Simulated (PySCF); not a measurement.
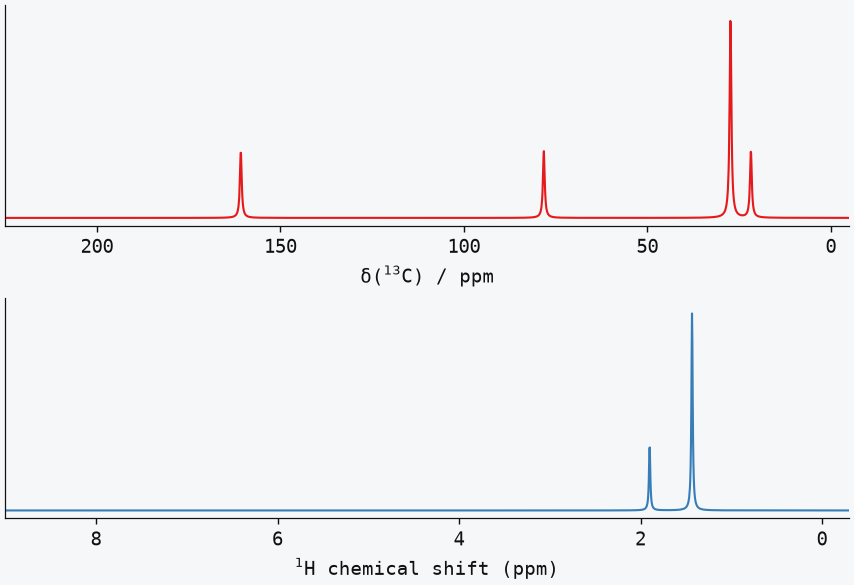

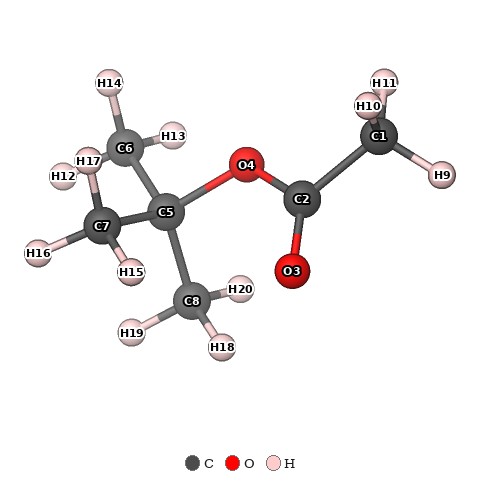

Spectrum and numbered structure of C₆H₁₂O₂, SMILES CC(=O)OC(C)(C)C. GIAO shifts, KT3/pcSseg-1, PySCF 2.14.0, at a PBE0-D3(BJ)/def2-SVP geometry (no frequency check), against TMS for ¹³C and TMS for ¹H computed at the same level. Gas phase, fully decoupled, line heights follow the number of nuclei, widths are arbitrary (no quadrupolar broadening); values of one conformer, averaged over nuclei that symmetry or rotation about single bonds exchange, these motions taken as fast; other conformers aren't averaged in.

### Which atoms give which ¹³C line?

| δ (ppm) | nuclei | atoms |
| --- | --- | --- |
| 160.8 | 1 | C2 |
| 78.2 | 1 | C5 |
| 27.4 | 3 | C6, C7, C8 |
| 21.8 | 1 | C1 |

### Which atoms give which ¹H line?

| δ (ppm) | nuclei | atoms |
| --- | --- | --- |
| 1.90 | 3 | H9, H10, H11 |
| 1.43 | 9 | H12, H13, H14, H15, H16, H17, H18, H19, H20 |
